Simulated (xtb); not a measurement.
# Energy and gradient calculation, with input and output: CuAsH3F

- system: CuAsH3F (Cu(AsH3)F), SMILES [F][Cu]<-[AsH3]
- method: GFN2-xTB (xtb 6.7.1)

The geometry comes from this level: GFN2-xTB.

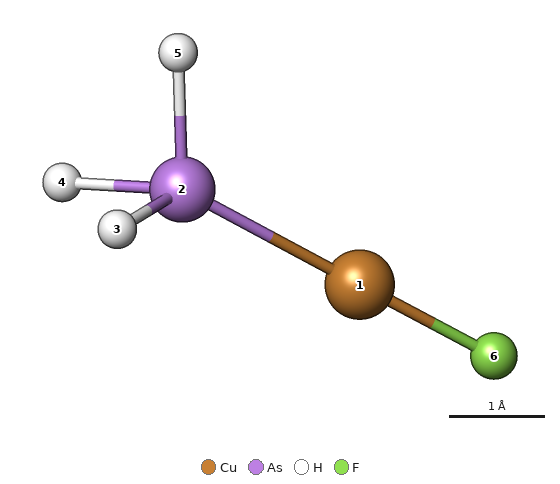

Figure 1. The input geometry (ball-and-stick view, seen at a tilt; atoms are numbered from 1 in the order of the input). Sticks mark near contacts.

Input file (coord):
```
$coord angs
    -0.0013100     0.0070300    -1.6280100  Cu
     0.0029200    -0.0103800     0.6350100  As
     0.7857700    -0.9769600     1.4451900  H
    -1.2281900    -0.1998100     1.4414100  H
     0.4447900     1.1534100     1.4432100  H
    -0.0039800     0.0267100    -3.3368100  F
$end
```

File .CHRG:
```
0
```

File .UHF:
```
0
```

Launched with:
```bash
xtb --grad -- coord | tee out.txt
```

Log:
```
* xtb version 6.7.1
   ID    Z sym.   atoms
    1   29 Cu     1
    2   33 As     2
    3    1 H      3-5
    4    9 F      6

           -------------------------------------------------
          |                Calculation Setup                |
           -------------------------------------------------

          program call               : xtb --grad -- coord
          coordinate file            : coord
          omp threads                :                     1

           -------------------------------------------------
          |                 G F N 2 - x T B                 |
           -------------------------------------------------

      * Hamiltonian:
        H0-scaling (s, p, d)           1.850000    2.230000    2.230000
        zeta-weighting                 0.500000
      * Dispersion:
        s8                             2.700000
        a1                             0.520000
        a2                             5.000000
        s9                             5.000000
      * Repulsion:
        kExp                           1.500000    1.000000
        rExp                           1.000000
      * Coulomb:
        alpha                          2.000000
        third order                    shell-resolved
        anisotropic                    true
        a3                             3.000000
        a5                             4.000000
        cn-shift                       1.200000
        cn-exp                         4.000000
        max-rad                        5.000000

          ...................................................
          :                      SETUP                      :
          :.................................................:
          :  # basis functions                  27          :
          :  # atomic orbitals                  25          :
          :  # shells                           11          :
          :  # electrons                        26          :
          :  max. iterations                   250          :
          :  Hamiltonian                  GFN2-xTB          :
          :  restarted?                      false          :
          :  GBSA solvation                  false          :
          :  PC potential                    false          :
          :  electronic temp.          300.0000000     K    :
          :  accuracy                    1.0000000          :
          :  -> integral cutoff          0.2500000E+02      :
          :  -> integral neglect         0.1000000E-07      :
          :  -> SCF convergence          0.1000000E-05 Eh   :
          :  -> wf. convergence          0.1000000E-03 e    :
          :  Broyden damping             0.4000000          :
          :  net charge                          0          :
          :  unpaired electrons                  0          :
          ...................................................

 iter      E             dE          RMSdq      gap      omega  full diag
   1    -12.5645528 -0.125646E+02  0.821E+00    4.92       0.0  T
   2    -12.5759721 -0.114192E-01  0.519E+00    3.97       1.0  T
   3    -12.5767558 -0.783751E-03  0.866E-01    3.40       1.0  T
   4    -12.5770814 -0.325556E-03  0.657E-01    3.54       1.0  T
   5    -12.5770023  0.790897E-04  0.209E-01    3.48       1.0  T
   6    -12.5771243 -0.122058E-03  0.973E-02    3.53       1.0  T
   7    -12.5771254 -0.102427E-05  0.401E-02    3.50       1.0  T
   8    -12.5771274 -0.206492E-05  0.178E-02    3.51       2.3  T
   9    -12.5771278 -0.349232E-06  0.105E-02    3.50       3.9  T
  10    -12.5771278  0.671559E-08  0.570E-03    3.50       7.2  T
  11    -12.5771278 -0.266402E-07  0.533E-04    3.50      76.6  T
  12    -12.5771278 -0.148926E-09  0.150E-04    3.50     271.8  T

   *** convergence criteria satisfied after 12 iterations ***

         #    Occupation            Energy/Eh            Energy/eV
      -------------------------------------------------------------
         1        2.0000           -0.7073100             -19.2469
       ...           ...                  ...                  ...
         7        2.0000           -0.4025328             -10.9535
         8        2.0000           -0.4025323             -10.9535
         9        2.0000           -0.3547665              -9.6537
        10        2.0000           -0.3547482              -9.6532
        11        2.0000           -0.3543245              -9.6417
        12        2.0000           -0.3543039              -9.6411
        13        2.0000           -0.3494199              -9.5082 (HOMO)
        14                         -0.2206337              -6.0037 (LUMO)
        15                         -0.2199139              -5.9842
        16                         -0.0923690              -2.5135
        17                         -0.0748300              -2.0362
        18                         -0.0748027              -2.0355
       ...                                ...                  ...
        25                          1.0715248              29.1577
      -------------------------------------------------------------
                  HL-Gap            0.1287863 Eh            3.5045 eV
             Fermi-level           -0.2850268 Eh           -7.7560 eV

 SCC (total)                   0 d,  0 h,  0 min,  0.004 sec
 SCC setup                      ...        0 min,  0.000 sec (  1.884%)
 Dispersion                     ...        0 min,  0.000 sec (  0.748%)
 classical contributions        ...        0 min,  0.000 sec (  0.377%)
 integral evaluation            ...        0 min,  0.001 sec ( 18.910%)
 iterations                     ...        0 min,  0.002 sec ( 50.872%)
 molecular gradient             ...        0 min,  0.001 sec ( 24.447%)
 printout                       ...        0 min,  0.000 sec (  2.569%)

         :::::::::::::::::::::::::::::::::::::::::::::::::::::
         ::                     SUMMARY                     ::
         :::::::::::::::::::::::::::::::::::::::::::::::::::::
         :: total energy             -12.551023672563 Eh    ::
         :: gradient norm              0.000729687212 Eh/a0 ::
         :: HOMO-LUMO gap              3.504452268769 eV    ::
         ::.................................................::
         :: SCC energy               -12.577127423192 Eh    ::
         :: -> isotropic ES            0.051843312499 Eh    ::
         :: -> anisotropic ES          0.001433500033 Eh    ::
         :: -> anisotropic XC         -0.004315283833 Eh    ::
         :: -> dispersion             -0.002574489817 Eh    ::
         :: repulsion energy           0.026103750628 Eh    ::
         :: add. restraining           0.000000000000 Eh    ::
         :: total charge              -0.000000000000 e     ::
         :::::::::::::::::::::::::::::::::::::::::::::::::::::

           -------------------------------------------------
          |                Property Printout                |
           -------------------------------------------------

    * Orbital Energies and Occupations

         #    Occupation            Energy/Eh            Energy/eV
      -------------------------------------------------------------
         1        2.0000           -0.7073100             -19.2469
         2        2.0000           -0.6711769             -18.2637
         3        2.0000           -0.5027231             -13.6798
         4        2.0000           -0.5023155             -13.6687
         5        2.0000           -0.4816610             -13.1067
         6        2.0000           -0.4168266             -11.3424
         7        2.0000           -0.4025328             -10.9535
         8        2.0000           -0.4025323             -10.9535
         9        2.0000           -0.3547665              -9.6537
        10        2.0000           -0.3547482              -9.6532
        11        2.0000           -0.3543245              -9.6417
        12        2.0000           -0.3543039              -9.6411
        13        2.0000           -0.3494199              -9.5082 (HOMO)
        14                         -0.2206337              -6.0037 (LUMO)
        15                         -0.2199139              -5.9842
        16                         -0.0923690              -2.5135
        17                         -0.0748300              -2.0362
        18                         -0.0748027              -2.0355
        19                          0.0299394               0.8147
        20                          0.0308999               0.8408
        21                          0.1634473               4.4476
        22                          0.4534312              12.3385
        23                          0.8176933              22.2506
        24                          0.8246435              22.4397
        25                          1.0715248              29.1577
      -------------------------------------------------------------
                  HL-Gap            0.1287863 Eh            3.5045 eV
             Fermi-level           -0.2850268 Eh           -7.7560 eV

     #   Z          covCN         q      C6AA      α(0)
     1  29 Cu       1.629     0.240   145.510    27.467
     2  33 As       3.848     0.124   210.627    26.595
     3   1 H        0.973     0.039     2.460     2.451
     4   1 H        0.973     0.038     2.468     2.455
     5   1 H        0.973     0.038     2.472     2.457
     6   9 F        0.700    -0.478    14.558     4.505

 Mol. C6AA /au·bohr⁶  :       1196.847825
 Mol. C8AA /au·bohr⁸  :      70737.575543
 Mol. α(0) /au        :         65.930026

Wiberg/Mayer (AO) data.
largest (>0.10) Wiberg bond orders for each atom

 ---------------------------------------------------------------------------
     #   Z sym  total        # sym  WBO       # sym  WBO       # sym  WBO
 ---------------------------------------------------------------------------
     1  29 Cu   1.555 --     6 F    0.821     2 As   0.642
     2  33 As   3.523 --     5 H    0.951     4 H    0.951     3 H    0.950
                             1 Cu   0.642
     3   1 H    0.999 --     2 As   0.950
     4   1 H    0.999 --     2 As   0.951
     5   1 H    0.999 --     2 As   0.951
     6   9 F    0.852 --     1 Cu   0.821
 ---------------------------------------------------------------------------

Topologies differ in total number of bonds
Writing topology from bond orders to xtbtopo.mol

molecular dipole:
                 x           y           z       tot (Debye)
 q only:        0.004      -0.027       2.737
   full:        0.006      -0.030       2.814       7.154
molecular quadrupole (traceless):
                xx          xy          yy          xz          yz          zz
 q only:        8.011      -0.005       8.009      -0.026       0.195     -16.020
  q+dip:        8.729      -0.014       8.728      -0.026       0.215     -17.456
   full:        9.782      -0.008       9.779      -0.029       0.236     -19.561

           -------------------------------------------------
          | TOTAL ENERGY              -12.551023672563 Eh   |
          | GRADIENT NORM               0.000729687212 Eh/α |
          | HOMO-LUMO GAP               3.504452268769 eV   |
           -------------------------------------------------

------------------------------------------------------------------------
------------------------------------------------------------------------
 total:
 *  cpu-time:     0 d,  0 h,  0 min,  0.013 sec
 * ratio c/w:     1.000 speedup
 SCF:
 *  cpu-time:     0 d,  0 h,  0 min,  0.004 sec
 * ratio c/w:     1.000 speedup
```

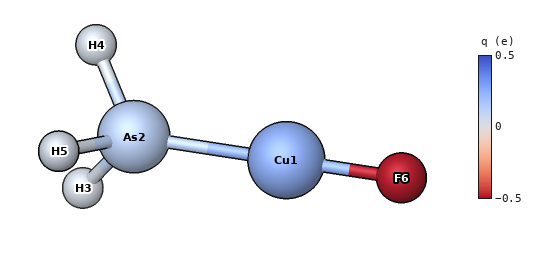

Figure 2. Mulliken charges, as the colour of each atom (ball-and-stick view, seen at a tilt; atoms are numbered from 1 in the order of the input). By element: Cu +0.24, As +0.12, H +0.04 and F −0.48 e.

Results in brief:

| quantity | value |
| --- | --- |
| outcome | converged |
| electrons treated | 26 |
| total energy | −12.551024 hartree |
| dispersion energy | −0.002574 hartree |
| basis functions | 27 |
| largest force | 0.017 eV/Å |
| HOMO | −9.51 eV |
| LUMO | −6.00 eV |
| dipole moment | 7.15 D |
| hardware | 1 thread of Intel Xeon (Granite Rapids), 192 GiB of memory available, shared host |
| peak memory | 0.068 GiB |
